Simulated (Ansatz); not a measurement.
Computed with PBE (plane waves to 420 eV, PAW; Ansatz, an electronic-structure program).

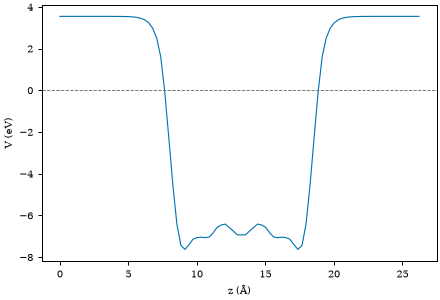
Electrostatic potential energy of an electron, averaged over planes parallel to the surface, in eV from the Fermi level, for the (32-53) surface of hcp Ti in its 1x1 cell, outermost plane spacing 0.09 Å in the ideal cut

Slab: 40 atoms, 10.5 Å thick at the start (thin: gaps and levels are the slab's own); k 7x4x1, smearing 0.1 eV, dipole-corrected; all atoms relaxed; start symmetry kept, larger cells not searched; no spin, no spin-orbit, no U.

The vacuum level lies 3.54 eV above the Fermi level over the top face and 3.54 eV above it under the bottom face.
